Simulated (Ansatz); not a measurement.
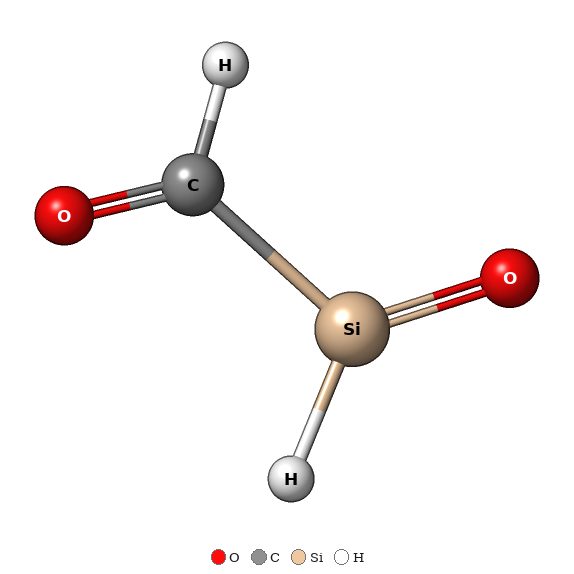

Starting geometry of the run.

The calculation was set up as follows.

```yaml
crystal:
  periodic: [false, false, false]
  atoms:
    - {symbol: O, position_ang: [-0.619880, 1.772650, -0.435200]}
    - {symbol: C, position_ang: [-0.200410, 0.670480, -0.678040]}
    - {symbol: Si, position_ang: [0.204040, -0.667750, 0.648780]}
    - {symbol: O, position_ang: [0.743530, -2.010610, 0.237010]}
    - {symbol: H, position_ang: [-0.024230, 0.369850, -1.735030]}
    - {symbol: H, position_ang: [-0.103050, -0.134630, 1.962480]}
basis:
  gaussian: {orbitals: cc-pVDZ}
hamiltonian: {xc: {name: BLYP}, dispersion: d4}
md: {n_steps: 60, timestep: 1.0, temperature: 1500, ensemble: nvt_langevin, seed: 127, friction: 0.05, initial_velocities: maxwell_boltzmann}
```

It was started with:

```sh
ansatz run in.yaml --threads 1 --pin off --events-out ev --progress --plain --max-ram 4352MiB
```

What the program printed (its end):

```
mean field -13038.55068380 eV, -479.1578997825 hartree, gradient 1.7e-5 eV, S^2 0.000000; 1 other end points of the search recorded, 0 dependent functions left out
the calculation of the forces begins
reference -13038.55095289 eV, -479.1579096716 hartree; 19, 19 occupied and 51, 51 virtual orbitals, 804 factors
md step    60: t =    60.00 fs  T =   786.6 K  F+E_penalty+E_count = -13038.79091068 eV  E_kin = 0.610027 eV  (31 SCF iters, 5 dispersion substeps)
Total energy: -13038.79117977 eV, -479.1667378465 hartree
Atom 0 at    -0.445478     1.707150    -0.715556 Å, force    -0.089466    -1.865388    -0.083409 eV/Å
Atom 1 at     0.008862     0.545020    -0.764790 Å, force    -2.184428     3.157579     2.619618 eV/Å
Atom 2 at    -0.144531    -0.825529     0.733042 Å, force     1.904807    -0.944318    -0.706798 eV/Å
Atom 3 at     0.864320    -2.047989     0.390153 Å, force    -1.287337     1.005307     0.588083 eV/Å
Atom 4 at     0.906498     0.470682    -1.304999 Å, force     2.017391    -1.239076    -1.810740 eV/Å
Atom 5 at    -0.290376    -0.288211     2.189749 Å, force    -0.360967    -0.114103    -0.606755 eV/Å
Dipole moment:    -0.267255     0.241715     0.071688 e Å
```

The calculation finished and met its thresholds.
